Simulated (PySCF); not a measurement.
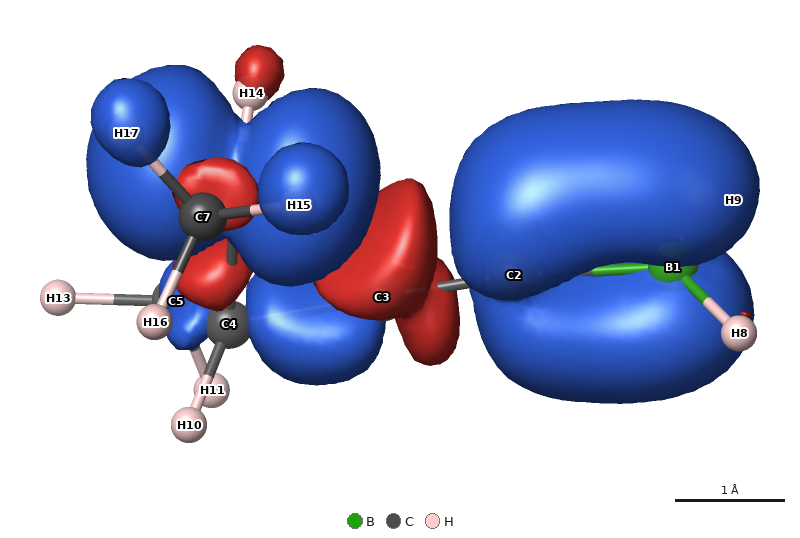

C₆H₁₀B (SMILES BC#C[C@H](C)[CH]C) (doublet). Isosurfaces of the spin density at +0.015 (blue) and −0.015 e/Å³ (red), seen from one side.

Geometry: GFN2-xTB.

Computed with UKS B3LYP, pcH-1 on B C H, non-relativistic, mean-field spin-orbit, GIAO in PySCF.

```xyz
17

B     3.1114    0.8288   -0.5124
C     1.7572    0.3812   -0.1323
C     0.6925   -0.0746    0.2916
C    -0.5089   -0.7766    0.7503
C    -0.7253   -2.1844    0.2315
C    -0.9890    0.4005   -0.0471
C    -1.5314    1.6252    0.5952
H     3.6863    1.6022    0.1686
H     3.6327    0.3590   -1.4542
H    -0.6856   -0.6966    1.8235
H    -0.0470   -2.8703    0.7343
H    -0.5375   -2.2353   -0.8387
H    -1.7506   -2.4938    0.4275
H    -1.0438    0.3022   -1.1186
H    -0.8707    2.4943    0.4952
H    -1.7175    1.4585    1.6554
H    -2.4799    1.8916    0.1136
```

> Which atoms carry the spin?

The unpaired spin (1 electron) lies mostly on C6 (about 0.3), C2 (about 0.3) and B1 (about 0.2), in electrons by Hirshfeld's partition.
